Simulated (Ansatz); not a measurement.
**Geometry relaxation, with input and output: GaH4ClO3**

System: GaH4ClO3.
Method: RKS PBE-D4/def2-SVP (Ansatz 0.2.0).

It belongs to a series of runs on one base structure; here: end point A relaxed. Figures and captions count atoms from 1; the log counts them from 0 in places.

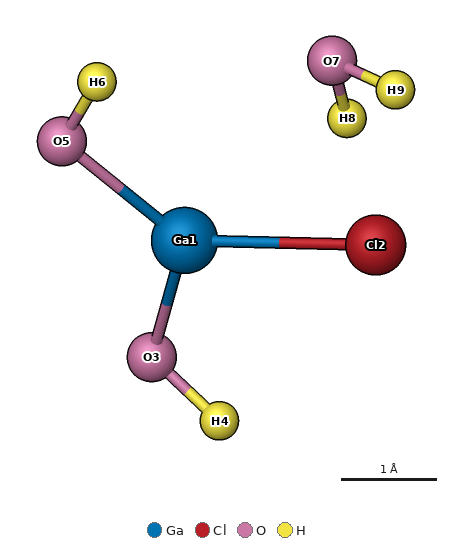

The input geometry (ball-and-stick view, seen at a tilt; atoms are numbered from 1 in the order of the input). Sticks mark near contacts. Bond lengths as drawn: Cl–Ga 2.23 Å, Ga–O 1.78 to 1.79 Å and H–O 0.98 to 0.99 Å.

### Results in brief

```csv
quantity,value
outcome,converged
total energy,−71075.8199 eV
mean-field energy,−71075.6216 eV
largest force (length of the vector) at the end,0.040 eV/Å
hardware,"4 threads of Arm Neoverse V2, 24 GiB of memory available, shared host"
wall time,14 s (CPU time 50 s)
peak memory,0.17 GiB
```

### Input
```yaml
crystal:
  periodic: [false, false, false]
  atoms:
    - { symbol: Ga, position_ang: [-0.075913, -0.388065, -0.118258] }
    - { symbol: Cl, position_ang: [-0.043378, -0.85001, 2.059857] }
    - { symbol: O, position_ang: [1.502338, -0.292733, -0.963215] }
    - { symbol: H, position_ang: [2.216428, -0.613864, -0.378505] }
    - { symbol: O, position_ang: [-1.611713, -0.37901, -1.023737] }
    - { symbol: H, position_ang: [-2.368514, -0.409567, -0.40637] }
    - { symbol: O, position_ang: [-0.047461, 2.319144, 1.110558] }
    - { symbol: H, position_ang: [0.90073, 2.507167, 0.966714] }
    - { symbol: H, position_ang: [-0.029418, 1.714038, 1.896756] }
basis:
  gaussian: { orbitals: def2-SVP }
hamiltonian:
  xc: pbe
  dispersion: d4
relax:
  f_tol: 0.03
  max_steps: 50
output:
  orbitals: {}
```

Command:
```bash
ansatz run input.yaml --threads 4 --pin off --max-ram 5120MiB --backend cpu --events-out ev --progress --plain --runs-dir out
```

### What the program printed
```
The last accepted step is kept in [file] (removed where the run ends without a failure and the disk answers)
Engine: ansatz 0.2.0, aarch64-unknown-linux-gnu
Functional definition: PBE
  parameter kappa = 0.804
  parameter beta = 0.06672455060314922
  exchange = pbe_x(kappa = kappa, mu = beta*pi^2/3)
  correlation = pbe_c(beta = beta)
1211 factors; their error is unknown
mean field evaluation 1: about -71058.4170 eV, gradient 9.9e1 eV
mean field evaluation 2: about -70948.4792 eV, gradient 2.4e2 eV
mean field evaluation 4: about -71073.9876 eV, gradient 2.5e1 eV
mean field evaluation 8: about -71075.1832 eV, gradient 3.2e-1 eV
mean field evaluation 16: about -71075.1294 eV, gradient 6.4e-4 eV
mean field -71075.12940428 eV, -2611.9628291543 hartree, gradient 5.6e-5 eV, S^2 0.000000; 0 other end points of the search recorded, 0 dependent functions left out
the calculation of the forces begins
reference -71075.12944361 eV, -2611.9628305997 hartree; 38, 38 occupied and 74, 74 virtual orbitals, 1211 factors
relax step   1: F+E_penalty+E_count = -71075.31126947 eV  Δ(F+E_penalty+E_count) = +0.000e0 eV  max|allowed force component| = 7.677e-1 eV/Å  Δτ_max = 0.0000 Å  (27 SCF iters, accepted)
these checks for a lower state are left out or cut short: starts, cluster_reference, orbital_swaps, neighbouring_geometries, increment
1211 factors; their error is unknown
mean field -71075.26418382 eV, -2611.9677822110 hartree, gradient 6.4e-5 eV, S^2 0.000000; 0 other end points of the search recorded, 0 dependent functions left out
[... from here on the field's lines of each further geometry are left out, up to the last ...]
relax step   2: F+E_penalty+E_count = -71075.45270388 eV  Δ(F+E_penalty+E_count) = -1.414e-1 eV  max|allowed force component| = 9.828e-1 eV/Å  Δτ_max = 0.1991 Å  (33 SCF iters, accepted)
relax step   3: F+E_penalty+E_count = -71075.62165347 eV  Δ(F+E_penalty+E_count) = -1.689e-1 eV  max|allowed force component| = 1.139e0 eV/Å  Δτ_max = 0.1955 Å  (32 SCF iters, accepted)
relax step   4: F+E_penalty+E_count = -71075.70829232 eV  Δ(F+E_penalty+E_count) = -8.664e-2 eV  max|allowed force component| = 6.417e-1 eV/Å  Δτ_max = 0.1971 Å  (29 SCF iters, accepted)
relax step   5: F+E_penalty+E_count = -71075.74945504 eV  Δ(F+E_penalty+E_count) = -4.116e-2 eV  max|allowed force component| = 5.747e-1 eV/Å  Δτ_max = 0.1064 Å  (29 SCF iters, accepted)
relax step   6: F+E_penalty+E_count = -71075.76977675 eV  Δ(F+E_penalty+E_count) = -2.032e-2 eV  max|allowed force component| = 3.463e-1 eV/Å  Δτ_max = 0.0743 Å  (28 SCF iters, accepted)
relax step   7: F+E_penalty+E_count = -71075.78219308 eV  Δ(F+E_penalty+E_count) = -1.242e-2 eV  max|allowed force component| = 3.671e-1 eV/Å  Δτ_max = 0.1111 Å  (30 SCF iters, accepted)
relax step   8: F+E_penalty+E_count = -71075.79202266 eV  Δ(F+E_penalty+E_count) = -9.830e-3 eV  max|allowed force component| = 3.236e-1 eV/Å  Δτ_max = 0.0843 Å  (29 SCF iters, accepted)
relax step   9: F+E_penalty+E_count = -71075.80322628 eV  Δ(F+E_penalty+E_count) = -1.120e-2 eV  max|allowed force component| = 4.556e-1 eV/Å  Δτ_max = 0.1342 Å  (30 SCF iters, accepted)
relax step  10: F+E_penalty+E_count = -71075.81146213 eV  Δ(F+E_penalty+E_count) = -8.236e-3 eV  max|allowed force component| = 2.585e-1 eV/Å  Δτ_max = 0.0789 Å  (28 SCF iters, accepted)
relax step  11: F+E_penalty+E_count = -71075.81444480 eV  Δ(F+E_penalty+E_count) = -2.983e-3 eV  max|allowed force component| = 1.915e-1 eV/Å  Δτ_max = 0.0439 Å  (28 SCF iters, accepted)
relax step  12: F+E_penalty+E_count = -71075.81880023 eV  Δ(F+E_penalty+E_count) = -4.355e-3 eV  max|allowed force component| = 8.175e-2 eV/Å  Δτ_max = 0.0433 Å  (30 SCF iters, accepted)
the calculation of the forces begins
reference -71075.62155205 eV, -2611.9809152510 hartree; 38, 38 occupied and 74, 74 virtual orbitals, 1211 factors
relax step  13: F+E_penalty+E_count = -71075.81985680 eV  Δ(F+E_penalty+E_count) = -1.057e-3 eV  max|allowed force component| = 2.630e-2 eV/Å  Δτ_max = 0.0223 Å  (29 SCF iters, accepted)
```

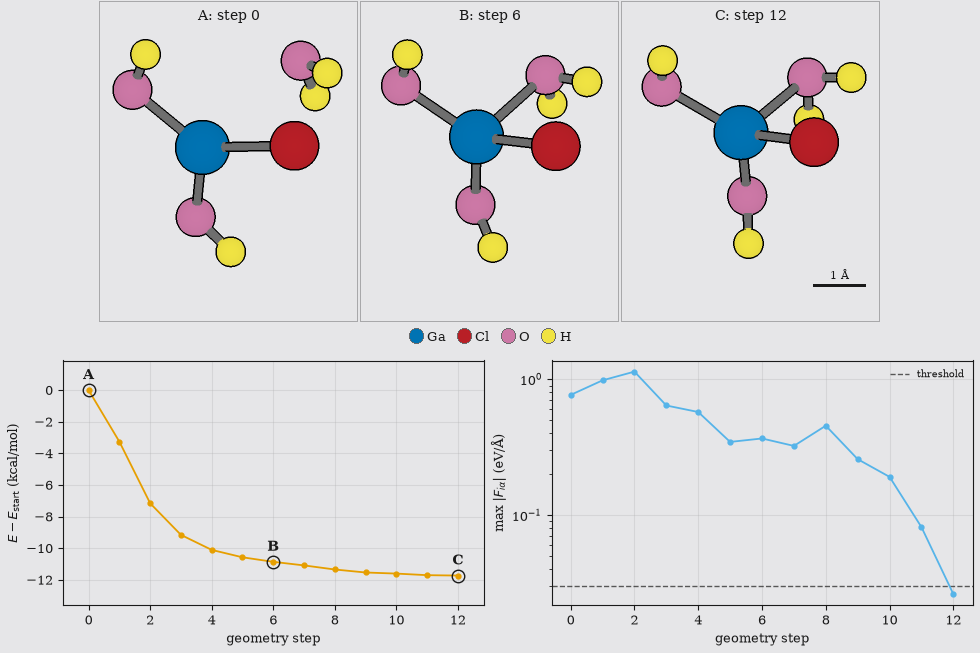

Frames of the relaxation (ball-and-stick view, seen at a tilt) above the curves, on which the letters mark them (the first geometry is step 0 here and step 1 in the log).

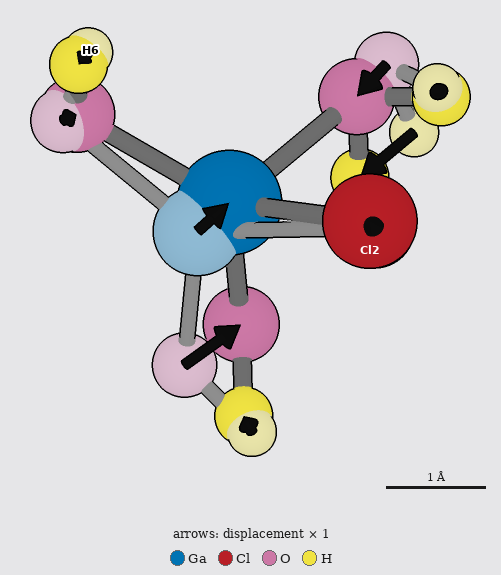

Start (faint) and end (solid) with the displacements as black arrows, at true length (ball-and-stick view, seen at a tilt). The two geometries are laid on each other by the best rigid fit. The energy falls by 11.7 kcal/mol in 12 geometry steps. Largest force component: 0.77 eV/Å at the start, 0.026 eV/Å at the end. The largest moves after the best rigid fit, 0.75 Å, are those of O3 and H8. Largest moves by element: H 0.75 Å, O 0.75 Å, Ga 0.44 Å, Cl 0.28 Å. Distances before and after: Ga1–O7 2.973 → 2.122 Å, Ga1–O3 1.793 → 1.830 Å, Ga1–Cl2 2.227 → 2.198 Å, O7–H8 0.977 → 0.995 Å. New bonds form: Ga1–O7 (2.97 → 2.12 Å). Among the angles that change: Ga1–O3–H4 110.1° → 114.4°, O3–Ga1–O5 121.2° → 119.1°, H8–O7–H9 102.5° → 104.6°. (Atoms are counted from 1 in the order of the input.)

```
1211 factors; their error is unknown
mean field -71075.62151312 eV, -2611.9809138205 hartree, gradient 1.3e-5 eV, S^2 0.000000; 1 other end points of the search recorded, 0 dependent functions left out
the calculation of the forces begins
reference -71075.62155205 eV, -2611.9809152510 hartree; 38, 38 occupied and 74, 74 virtual orbitals, 1211 factors
Total energy: -71075.81989573 eV, -2611.9882042469 hartree
Atom 0 at    -0.163669    -0.073162     0.175871 Å, force     0.006584     0.017668     0.009274 eV/Å
Atom 1 at    -0.235204    -1.028931     2.153693 Å, force    -0.001026     0.002073    -0.015775 eV/Å
Atom 2 at     1.487555     0.296506    -0.521730 Å, force    -0.026297    -0.021322     0.020636 eV/Å
Atom 3 at     2.108919    -0.451822    -0.503592 Å, force     0.010081     0.006624    -0.014475 eV/Å
Atom 4 at    -1.571431    -0.206836    -0.933237 Å, force     0.010095    -0.009379     0.004576 eV/Å
Atom 5 at    -2.350677    -0.551505    -0.459698 Å, force    -0.000877     0.002956    -0.002409 eV/Å
Atom 6 at     0.045065     1.919983     0.873034 Å, force     0.025933    -0.004345    -0.006829 eV/Å
Atom 7 at     0.974459     1.897903     0.518035 Å, force    -0.020399     0.003615     0.002224 eV/Å
Atom 8 at     0.148080     1.804965     1.841423 Å, force    -0.004094     0.002109     0.002777 eV/Å
Dipole moment:     0.248121     0.206006     0.350209 e Å
```

### Trajectory as extended XYZ (Å, eV, eV/Å), 13 frames, from step=1 to step=13
```
9
Properties=species:S:1:pos:R:3:forces:R:3 step=1 energy=-71075.31127
Ga   -0.0759   -0.3881   -0.1183    0.1124   0.3568   0.5824
Cl   -0.0434   -0.8500    2.0599   -0.0116   0.0848  -0.3851
O     1.5023   -0.2927   -0.9632   -0.0166  -0.0262   0.0510
H     2.2164   -0.6139   -0.3785   -0.0677   0.0423  -0.0181
O    -1.6117   -0.3790   -1.0237   -0.0721  -0.0030   0.0314
H    -2.3685   -0.4096   -0.4064    0.0493   0.0136  -0.0499
O    -0.0475    2.3191    1.1106    0.0260  -0.7677   0.1886
H     0.9007    2.5072    0.9667   -0.0241   0.0037  -0.0077
H    -0.0294    1.7140    1.8968    0.0044   0.2958  -0.3926
9
Properties=species:S:1:pos:R:3:forces:R:3 step=2 energy=-71075.45270
Ga   -0.0742   -0.2744   -0.0853    0.1173   0.4099   0.3257
Cl   -0.0433   -0.8070    2.0549   -0.0122  -0.0596   0.0307
O     1.4953   -0.2855   -0.9571   -0.0052   0.0547   0.0187
H     2.2065   -0.5964   -0.3650   -0.0587   0.0215  -0.0020
O    -1.6019   -0.3741   -1.0090   -0.0352   0.0863   0.0300
H    -2.3656   -0.3945   -0.4015    0.0337   0.0058  -0.0311
O    -0.0436    2.1433    1.0173    0.9828  -0.4623   0.6319
H     0.8868    2.5003    0.9761   -0.8082  -0.2592  -0.2205
H    -0.0168    1.6953    1.9134   -0.2144   0.2029  -0.7833
9
Properties=species:S:1:pos:R:3:forces:R:3 step=3 energy=-71075.62165
Ga   -0.0611   -0.1367   -0.0192   -0.0703   0.1747   0.0141
Cl   -0.0434   -0.8311    2.0792   -0.0151  -0.0293   0.1535
O     1.4958   -0.2245   -0.9168    0.0853   0.1115   0.0502
H     2.1995   -0.5763   -0.3383   -0.0900   0.0115  -0.0346
O    -1.5842   -0.3039   -0.9687    0.0939   0.1594   0.1595
H    -2.3562   -0.3681   -0.3740    0.0837   0.0053  -0.0429
O    -0.0338    1.9783    0.9129    1.1391   0.0273   0.9179
H     0.8552    2.4464    0.9154   -0.9377  -0.5018  -0.4500
H    -0.0288    1.6230    1.8534   -0.2887   0.0413  -0.7677
9
Properties=species:S:1:pos:R:3:forces:R:3 step=4 energy=-71075.70829
Ga   -0.0572   -0.0626    0.0392    0.3123  -0.3853  -0.0943
Cl   -0.0557   -0.8249    2.1276   -0.0002  -0.0774   0.1140
O     1.5049   -0.1108   -0.8645    0.2865  -0.0296   0.2650
H     2.1887   -0.5627   -0.3252   -0.2219   0.1070  -0.1942
O    -1.5476   -0.1890   -0.9285   -0.5681  -0.0400   0.0093
H    -2.3238   -0.3464   -0.3517    0.1971   0.0384  -0.1895
O    -0.0547    1.8464    0.8615    0.5184   0.6417   0.4882
H     0.8128    2.3099    0.7796   -0.2730  -0.1301  -0.3665
H    -0.0242    1.5472    1.8056   -0.2511  -0.1246  -0.0319
9
Properties=species:S:1:pos:R:3:forces:R:3 step=5 energy=-71075.74945
Ga   -0.0651   -0.1155    0.0560   -0.1429   0.0527  -0.1200
Cl   -0.0692   -0.8836    2.1462    0.0067  -0.0222  -0.0759
O     1.5212   -0.0481   -0.8105    0.1248  -0.0960   0.2106
H     2.1842   -0.5745   -0.3184   -0.1270   0.0873  -0.1353
O    -1.5666   -0.1684   -0.9437    0.1270  -0.0476   0.1257
H    -2.3467   -0.3515   -0.3883    0.0262   0.0024  -0.0069
O    -0.0636    1.8536    0.8889    0.5747   0.2464   0.4849
H     0.7771    2.3333    0.6822   -0.3902  -0.2686  -0.1364
H     0.0718    1.5617    1.8314   -0.1994   0.0457  -0.3467
9
Properties=species:S:1:pos:R:3:forces:R:3 step=6 energy=-71075.76978
Ga   -0.0767   -0.0973    0.0673   -0.0715  -0.0399   0.0055
Cl   -0.0741   -0.9393    2.1276   -0.0034   0.0571  -0.1015
O     1.5286    0.0080   -0.7622    0.1968  -0.1537   0.2174
H     2.1615   -0.5962   -0.3168   -0.1975   0.1917  -0.1764
O    -1.5639   -0.1793   -0.9438    0.0765  -0.0015   0.0476
H    -2.3465   -0.3620   -0.3932   -0.0081  -0.0059   0.0107
O    -0.0636    1.8732    0.9045    0.3463   0.0912   0.1828
H     0.7769    2.3066    0.6199   -0.2695  -0.2068   0.0317
H     0.1009    1.5934    1.8406   -0.0696   0.0678  -0.2177
9
Properties=species:S:1:pos:R:3:forces:R:3 step=7 energy=-71075.78219
Ga   -0.0923   -0.0983    0.0803   -0.0055   0.0622   0.1061
Cl   -0.0932   -0.9526    2.1274   -0.0139  -0.0100  -0.0598
O     1.5317    0.1008   -0.7013    0.2859  -0.3671   0.2286
H     2.1390   -0.5855   -0.3383   -0.2493   0.3580  -0.2310
O    -1.5660   -0.1803   -0.9412   -0.0175  -0.0297  -0.0222
H    -2.3496   -0.3868   -0.4001   -0.0096  -0.0089   0.0013
O    -0.0480    1.8709    0.9050    0.1245   0.1329  -0.1562
H     0.8125    2.2181    0.5685   -0.1805  -0.1560   0.1427
H     0.1089    1.6207    1.8434    0.0660   0.0185  -0.0095
9
Properties=species:S:1:pos:R:3:forces:R:3 step=8 energy=-71075.79202
Ga   -0.1033   -0.0830    0.0997   -0.0343  -0.0076   0.0057
Cl   -0.1181   -0.9736    2.1273   -0.0047   0.0328  -0.0518
O     1.5259    0.1509   -0.6713    0.2075  -0.3236   0.2067
H     2.1270   -0.5652   -0.3653   -0.1910   0.3187  -0.1815
O    -1.5673   -0.1965   -0.9363   -0.0025  -0.0045   0.0082
H    -2.3530   -0.4167   -0.4028    0.0128  -0.0077  -0.0065
O    -0.0292    1.8907    0.8924    0.1345   0.0762  -0.1215
H     0.8656    2.1529    0.5629   -0.1979  -0.1314   0.1397
H     0.0954    1.6476    1.8372    0.0756   0.0470   0.0011
9
Properties=species:S:1:pos:R:3:forces:R:3 step=9 energy=-71075.80323
Ga   -0.1302   -0.0760    0.1214   -0.0774   0.0415   0.0021
Cl   -0.1657   -0.9752    2.1366    0.0016  -0.0162  -0.0174
O     1.5093    0.2287   -0.6163    0.1339  -0.2753   0.1314
H     2.1143   -0.5144   -0.4069   -0.1228   0.2562  -0.1158
O    -1.5756   -0.2107   -0.9411   -0.0071  -0.0150   0.0554
H    -2.3610   -0.4794   -0.4273    0.0698   0.0158  -0.0313
O     0.0015    1.9034    0.8909    0.4408   0.0746  -0.1232
H     0.9279    2.0361    0.5405   -0.4556  -0.1164   0.2006
H     0.1225    1.6946    1.8459    0.0168   0.0349  -0.1019
9
Properties=species:S:1:pos:R:3:forces:R:3 step=10 energy=-71075.81146
Ga   -0.1420   -0.0777    0.1460   -0.0359   0.0723  -0.0049
Cl   -0.1794   -1.0008    2.1488   -0.0065   0.0258  -0.0583
O     1.4987    0.2639   -0.5798    0.1280  -0.2585   0.0995
H     2.1080   -0.4909   -0.4473   -0.0898   0.2161  -0.0773
O    -1.5721   -0.2051   -0.9350   -0.0184  -0.0312   0.0374
H    -2.3567   -0.5008   -0.4365    0.0253   0.0041  -0.0227
O     0.0204    1.9184    0.8698    0.2287  -0.0518   0.0535
H     0.9608    1.9646    0.5445   -0.2381  -0.0388   0.0513
H     0.1053    1.7356    1.8331    0.0067   0.0621  -0.0783
9
Properties=species:S:1:pos:R:3:forces:R:3 step=11 energy=-71075.81444
Ga   -0.1580   -0.0459    0.1530    0.0246  -0.1915   0.0163
Cl   -0.2050   -1.0119    2.1305   -0.0096   0.0239   0.0135
O     1.4935    0.2704   -0.5597    0.0514  -0.0056   0.0398
H     2.1073   -0.4815   -0.4624   -0.0701   0.0870  -0.0210
O    -1.5753   -0.2139   -0.9346   -0.0500   0.0306  -0.0328
H    -2.3503   -0.5397   -0.4410    0.0047   0.0059  -0.0069
O     0.0342    1.9254    0.8774    0.1207   0.0155   0.0020
H     0.9689    1.9323    0.5374   -0.0620   0.0199   0.0120
H     0.1277    1.7719    1.8432   -0.0097   0.0142  -0.0229
9
Properties=species:S:1:pos:R:3:forces:R:3 step=12 energy=-71075.81880
Ga   -0.1663   -0.0686    0.1670    0.0011  -0.0120   0.0479
Cl   -0.2302   -1.0216    2.1479   -0.0056  -0.0058  -0.0140
O     1.4859    0.2968   -0.5262    0.0536  -0.0817  -0.0091
H     2.1092   -0.4507   -0.4813   -0.0282   0.0586  -0.0271
O    -1.5779   -0.2072   -0.9356   -0.0084  -0.0091   0.0023
H    -2.3543   -0.5537   -0.4579    0.0145   0.0105  -0.0098
O     0.0457    1.9145    0.8747   -0.0009   0.0553   0.0615
H     0.9720    1.9079    0.5134   -0.0051  -0.0197  -0.0072
H     0.1590    1.7896    1.8419   -0.0210   0.0040  -0.0446
9
Properties=species:S:1:pos:R:3:forces:R:3 step=13 energy=-71075.81986
Ga   -0.1637   -0.0732    0.1759    0.0066   0.0177   0.0093
Cl   -0.2352   -1.0289    2.1537   -0.0010   0.0021  -0.0158
O     1.4876    0.2965   -0.5217   -0.0263  -0.0213   0.0206
H     2.1089   -0.4518   -0.5036    0.0101   0.0066  -0.0145
O    -1.5714   -0.2068   -0.9332    0.0101  -0.0094   0.0046
H    -2.3507   -0.5515   -0.4597   -0.0009   0.0030  -0.0024
O     0.0451    1.9200    0.8730    0.0259  -0.0043  -0.0068
H     0.9745    1.8979    0.5180   -0.0204   0.0036   0.0022
H     0.1481    1.8050    1.8414   -0.0041   0.0021   0.0028
```

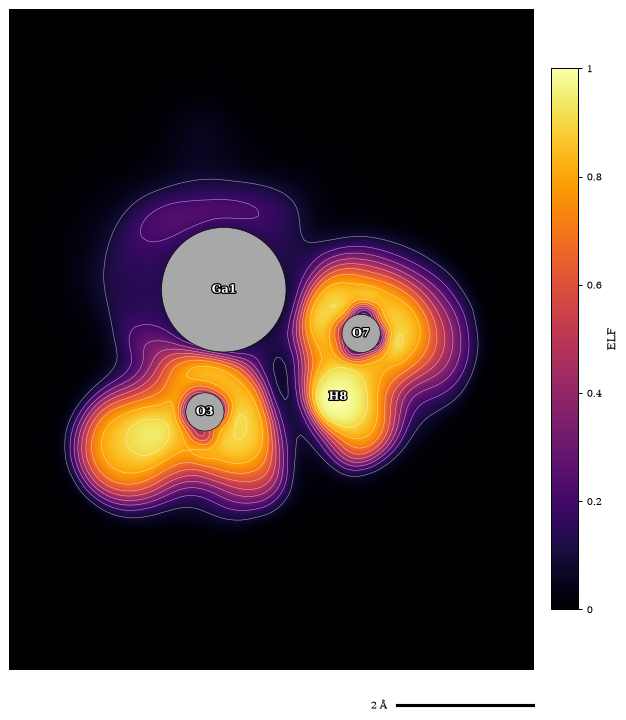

ELF on the plane of atoms Ga1, O7 and H8. Grey discs, where drawn, cover atomic cores. Atoms in the plane: Ga, O and H. O–H (1.00 Å): the ELF climbs to about 1 towards the hydrogen, as it does in any bond to H; a covalent bond by its length.

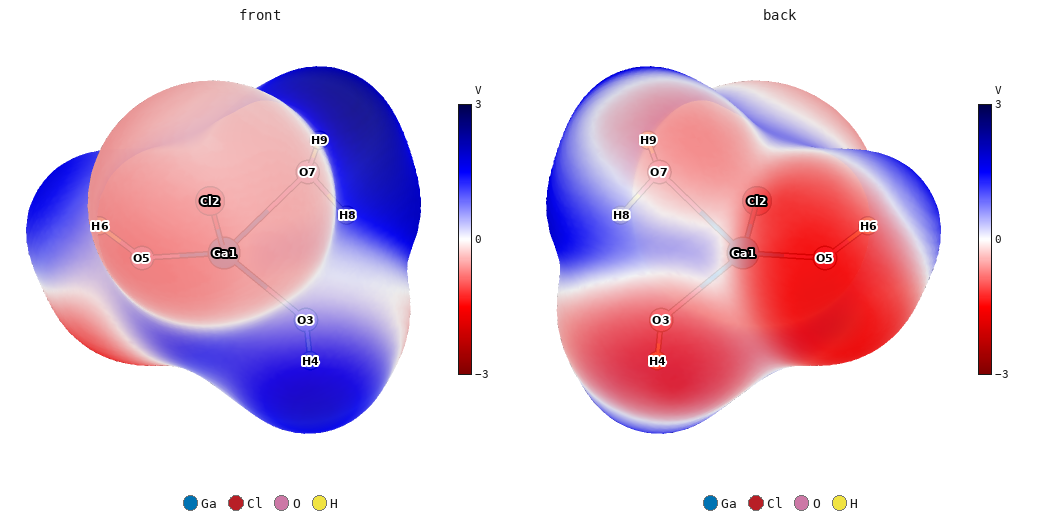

The electrostatic potential painted on the density surface at 0.001 e/bohr³, seen face on and from behind; the colour scale runs from red (negative) to blue (positive).
